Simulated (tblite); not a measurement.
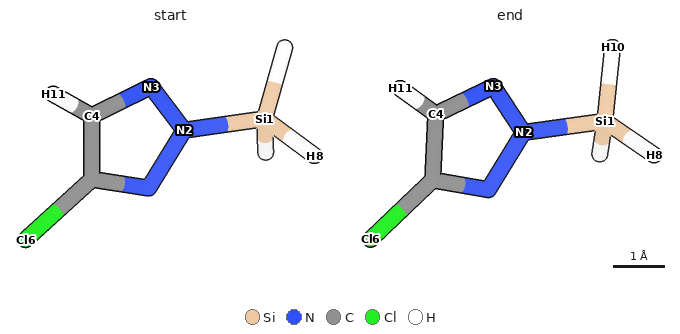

The structure of C$_{2}$H$_{4}$ClN$_{3}$Si before (left) and after (right) a relaxation, at one scale.

A stick model, seen at a tilt.

All numbers below come from tblite 0.8.0, GFN2-xTB geometry optimisation, gas phase. 

Summarise the run.

Answer. The energy falls by 0.317 eV in 37 geometry steps. An H atom moves most after the best rigid fit: 0.29 Å. By element the largest moves are H 0.29 Å, Cl 0.11 Å, C 0.09 Å, N 0.07 Å, Si 0.05 Å. Among the contacts that change: C–Cl 1.767 → 1.693 Å, C–C 1.368 → 1.410 Å, C–N 1.354 → 1.315 Å, H–Si 1.496 → 1.462 Å. Bond angles that change, for instance: N–Si–H 114.4° → 103.1°, H–Si–H 108.5° → 115.4°, N–Si–H 110.5° → 104.6°. Cost: 0.19 s on 1 thread of Intel(R) Xeon(R) 6975P-C (shared host).
